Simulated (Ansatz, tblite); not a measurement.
# Al4P4 wurtzite atom sphere (Al₄P₄H₁₄): spin-state energies by level

Is the singlet the ground state of Al4P4 wurtzite atom sphere (Al₄P₄H₁₄)? Other spin states are computed and compared level by level.

Computed with Ansatz 0.2.0, Gaussian basis. Level: as each input shows.

Plan: triplet, at the geometry of the singlet (GFN1-xTB, GFN2-xTB, PBE0-D4/def2-TZVP, PBE-D4/def2-TZVP); the singlet's energies come from earlier runs.

1 further run of the same task is left out (set aside as unsound or not needed). Runs told in other sessions of the task aren't counted.

## (1) The structure

The geometry is that of the singlet, from an earlier relaxation (r2SCAN-D4/def2-SVP).

22 atoms, charge 0, spin multiplicity 1.

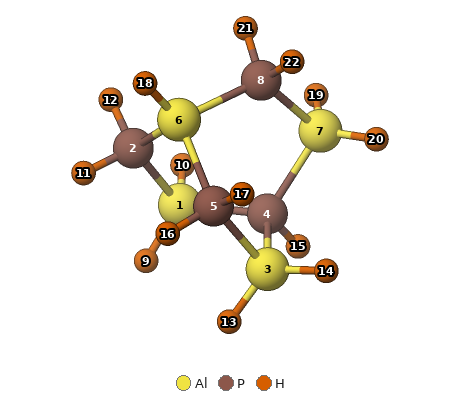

The geometry (aluminium yellow, phosphorus brown, hydrogen orange); atoms are numbered from 1 in the order of the file.

## (2) Triplet at the fixed geometry, GFN1-xTB

Tight binding, by tblite at 300 K electronic temperature and without a spin-polarisation term:

```python
tblite.interface.Calculator('GFN1-xTB', numbers, positions, charge=0, uhf=2).singlepoint()
```

Energy -631.6922 eV; 0.095 s.

## (3) Triplet at the fixed geometry, GFN2-xTB

Tight binding, by tblite at 300 K electronic temperature and without a spin-polarisation term:

```python
tblite.interface.Calculator('GFN2-xTB', numbers, positions, charge=0, uhf=2).singlepoint()
```

Energy -583.8068 eV; 0.063 s.

## (4) Triplet at the fixed geometry, PBE0-D4/def2-TZVP

Input file in.yaml:

```yaml
crystal:
  periodic: [false, false, false]
  atoms:
    - {symbol: Al, position_ang: [-2.036532, -1.168486, -1.367522]}
    - {symbol: P, position_ang: [-1.845161, -1.067511, 1.118899]}
    - {symbol: Al, position_ang: [2.027292, -1.181128, -1.371741]}
    - {symbol: P, position_ang: [-0.001553, -0.004541, -1.907889]}
    - {symbol: P, position_ang: [1.851441, -1.063193, 1.115031]}
    - {symbol: Al, position_ang: [0.003069, 0.005197, 2.217358]}
    - {symbol: Al, position_ang: [0.003550, 2.342205, -1.377613]}
    - {symbol: P, position_ang: [-0.000918, 2.137284, 1.109696]}
    - {symbol: H, position_ang: [-1.945377, -2.726040, -1.689077]}
    - {symbol: H, position_ang: [-3.331422, -0.294283, -1.678816]}
    - {symbol: H, position_ang: [-1.931944, -2.364699, 1.691547]}
    - {symbol: H, position_ang: [-3.015197, -0.508051, 1.698662]}
    - {symbol: H, position_ang: [1.919735, -2.740213, -1.680946]}
    - {symbol: H, position_ang: [3.327904, -0.321215, -1.698249]}
    - {symbol: H, position_ang: [-0.002811, -0.007574, -3.333095]}
    - {symbol: H, position_ang: [1.949442, -2.356210, 1.695208]}
    - {symbol: H, position_ang: [3.021389, -0.492884, 1.684313]}
    - {symbol: H, position_ang: [0.004664, 0.008747, 3.803576]}
    - {symbol: H, position_ang: [-1.393824, 3.036029, -1.699612]}
    - {symbol: H, position_ang: [1.405145, 3.029658, -1.695024]}
    - {symbol: H, position_ang: [-1.079242, 2.864644, 1.680933]}
    - {symbol: H, position_ang: [1.070363, 2.872273, 1.684351]}
basis:
  gaussian: {orbitals: def2-TZVP}
magnetization: {spin_polarized: true, initial_magnetization: 2}
hamiltonian: {xc: pbe0, dispersion: d4}
scf: {omitted_lower_state_checks: [starts]}
output: {orbitals: {seedname: orbitals}}
```

Run with:

```console
ansatz run in.yaml --threads 2 --pin off --events-out ev --progress --plain --max-ram 32768MiB --backend cuda --devices 0, --max-vram 18GiB
```

Output:

```text
Functional definition: PBE0
  name "PBE0"
  cite "Adamo & Barone, J. Chem. Phys. 110, 6158 (1999) doi:10.1063/1.478522"
  cite "Perdew, Burke & Ernzerhof, Phys. Rev. Lett. 77, 3865 (1996) doi:10.1103/PhysRevLett.77.3865"
  parent pbe
  parameter a = 0.25
  parameter kappa = 0.804
  parameter beta = 0.06672455060314922
  exchange = (1 - a)*pbe_x(kappa = kappa, mu = beta*pi^2/3) + a*exact_x
  correlation = pbe_c(beta = beta)
these checks for a lower state are left out or cut short: starts
2860 factors; their error is unknown
mean field evaluation 1: about -63742.4348 eV, gradient 1.6e1 eV
mean field evaluation 2: about -63741.9782 eV, gradient 1.8e1 eV
mean field evaluation 4: about -63744.4292 eV, gradient 4.5e0 eV
mean field evaluation 8: about -63744.6433 eV, gradient 3.2e-1 eV
mean field evaluation 16: about -63744.6692 eV, gradient 8.2e-2 eV
mean field evaluation 32: about -63744.7542 eV, gradient 1.8e-5 eV
mean field -63744.75417815 eV, -2342.5765083008 hartree, gradient 8.0e-6 eV, S^2 2.008265; 0 other end points of the search recorded, 0 dependent functions left out
reference -63744.75423915 eV, -2342.5765105423 hartree; 64, 62 occupied and 316, 318 virtual orbitals, 2860 factors
Total energy: -63745.64874074 eV, -2342.6093828696 hartree
Checks for a lower state left out: starts
```

Run time: 15 s. Hardware: 1 × H100 (card shared with other runs) with 2 threads of AMD EPYC 7R13, shared host; peak host memory 1.1 GiB.

From the report: HOMO -2.67 eV, LUMO -6.54 eV (over both spins; with the spin held, an empty level of the minority spin lies below the top filled one); ⟨S²⟩ 2.008 (pure: 2.00).

## (5) Triplet at the fixed geometry, PBE-D4/def2-TZVP

start.molden holds the orbitals of an earlier run on this state, given as this run's starting guess.

Edit in.yaml of step 4 so:

```diff
@@ -26,5 +26,5 @@
 basis:
-  gaussian: {orbitals: def2-TZVP}
+  gaussian: {orbitals: def2-TZVP, initial_orbitals: start.molden}
 magnetization: {spin_polarized: true, initial_magnetization: 2}
-hamiltonian: {xc: pbe0, dispersion: d4}
+hamiltonian: {xc: pbe, dispersion: d4}
 scf: {omitted_lower_state_checks: [starts]}
```

Launched as before.

Output:

```text
Functional definition: PBE
  name "PBE"
  cite "Perdew, Burke & Ernzerhof, Phys. Rev. Lett. 77, 3865 (1996) doi:10.1103/PhysRevLett.77.3865"
  parent pbe
  parameter kappa = 0.804
  parameter beta = 0.06672455060314922
  exchange = pbe_x(kappa = kappa, mu = beta*pi^2/3)
  correlation = pbe_c(beta = beta)
these checks for a lower state are left out or cut short: starts
2732 factors; their error is unknown
mean field evaluation 1: about -63738.7339 eV, gradient 1.3e1 eV
mean field evaluation 2: about -63738.9981 eV, gradient 4.3e-1 eV
mean field evaluation 4: about -63738.9890 eV, gradient 1.8e-1 eV
mean field evaluation 8: about -63738.9898 eV, gradient 1.1e-1 eV
mean field evaluation 16: about -63738.9924 eV, gradient 2.2e-5 eV
mean field -63738.99235359 eV, -2342.3647651537 hartree, gradient 2.6e-6 eV, S^2 2.003091; 0 other end points of the search recorded, 0 dependent functions left out
reference -63738.99243520 eV, -2342.3647681528 hartree; 64, 62 occupied and 316, 318 virtual orbitals, 2732 factors
Total energy: -63739.99451092 eV, -2342.4015937562 hartree
Checks for a lower state left out: starts
```

It took 12 s on 1 × H100 (card shared with other runs) with 2 threads of AMD EPYC 7R13, shared host; peak host memory 1.1 GiB.

From the report: HOMO -2.12 eV, LUMO -6.70 eV (over both spins; with the spin held, an empty level of the minority spin lies below the top filled one); ⟨S²⟩ 2.003 (pure: 2.00).

## (6) Triplet less singlet, vertical

The singlet's energies are those of its earlier runs, whose logs aren't repeated here.

| level | triplet less singlet, vertical (kcal/mol) | time |
| --- | --- | --- |
| GFN1-xTB | +111.6 | 0.14 s |
| GFN2-xTB | +76.7 | 0.11 s |
| PBE-D4/def2-TZVP | +103.6 | 20 s |
| PBE0-D4/def2-TZVP | +117.9 | 23 s |

Times add the two runs; a level without a time comes out of a correlated run. Tight binding without a spin term can't rank spin states.

## (7) Outcome

| quantity | value |
| --- | --- |
| triplet less singlet, vertical, functionals in def2-TZVP | +103.6 (PBE-D4) to +117.9 kcal/mol (PBE0-D4) |

In words: All functionals put the triplet above the singlet, over a spread of 14.4 kcal/mol. The checks for a lower triplet were left out, so another state of that spin may lie lower. These are electronic energies, without zero-point motion, entropy or surroundings.
